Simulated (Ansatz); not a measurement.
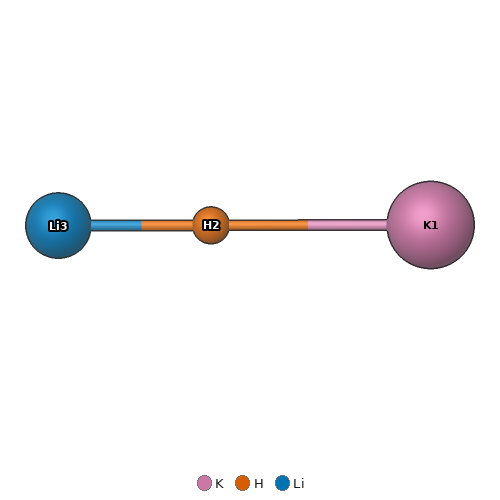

The system is K⁺ + HLi; the picture shows the reference structure. First axis: distance K1–H2. Second axis: distance H2–Li3. Nothing is relaxed (the angle K1–H2–Li3 is fixed at 180 degrees). The scan uses a 17 × 17 grid. Points are written as (first, second). Energies: eV, counted from K with charge +1 far from the relaxed HLi (each part in its own basis). The restricted reference is unstable at some or all points, so the energies there are unreliable. The calculation used Ansatz, RHF-CCSD(T), frozen core/def2-TZVPD.

Its coordinates:

```xyz
3

K    -2.4010    0.0000    0.0000
H     0.0000    0.0000    0.0000
Li    1.6680    0.0000    0.0000
```

Range: distance K1–H2 from 1.872 to 4.272 Å; distance H2–Li3 from 1.272 to 3.672 Å.

Q: What landscape does the calculation give?

A: The lowest grid point is at (2.401 Å, 1.668 Å), −1.48 eV from K with charge +1 far from the relaxed HLi (each part in its own basis). It is the only kind of minimum in the scanned range. The highest grid point, (4.272 Å, 3.672 Å), lies 2.86 eV above the lowest. Round the minimum the two coordinates are nearly uncoupled.

| distance H2–Li3 ↓, distance K1–H2 → | 1.937 | 2.144 | 2.401 | 2.691 | 3.008 | 3.347 | 3.704 | 4.079 |
| --- | --- | --- | --- | --- | --- | --- | --- | --- |
| 3.672 | 0.78 | 0.49 | 0.41 | 0.51 | 0.69 | 0.91 | 1.11 | 1.30 |
| 3.290 | 0.49 | 0.20 | 0.12 | 0.21 | 0.38 | 0.59 | 0.79 | 0.97 |
| 2.923 | 0.16 | −0.13 | −0.21 | −0.14 | 0.03 | 0.23 | 0.42 | 0.59 |
| 2.575 | −0.20 | −0.50 | −0.59 | −0.51 | −0.35 | −0.16 | 0.02 | 0.19 |
| 2.247 | −0.58 | −0.88 | −0.97 | −0.90 | −0.74 | −0.56 | −0.38 | −0.23 |
| 1.943 | −0.91 | −1.21 | −1.30 | −1.24 | −1.09 | −0.91 | −0.74 | −0.58 |
| 1.668 | −1.07 | −1.38 | −1.48 | −1.42 | −1.27 | −1.10 | −0.93 | −0.78 |
| 1.433 | −0.91 | −1.24 | −1.34 | −1.28 | −1.14 | −0.97 | −0.80 | −0.66 |
| 1.272 | −0.45 | −0.79 | −0.91 | −0.86 | −0.71 | −0.54 | −0.38 | −0.24 |

The table holds every second grid line.

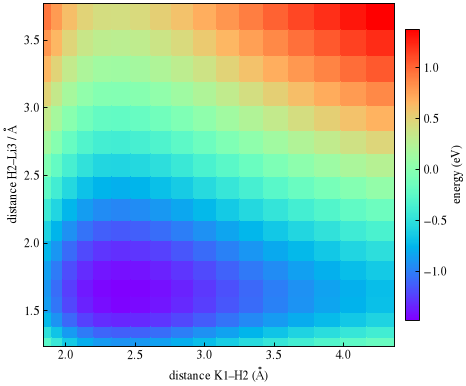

In the figure: one coloured cell a grid point.

Each point was launched as `ansatz run input.yaml --threads 1 --pin off --max-ram 2560MiB --backend cpu --events-out ev --progress --plain --runs-dir out`. The whole map (289 points run) took 10 min on 1 thread of AMD EPYC 9R14 (Zen 4) (shared host).
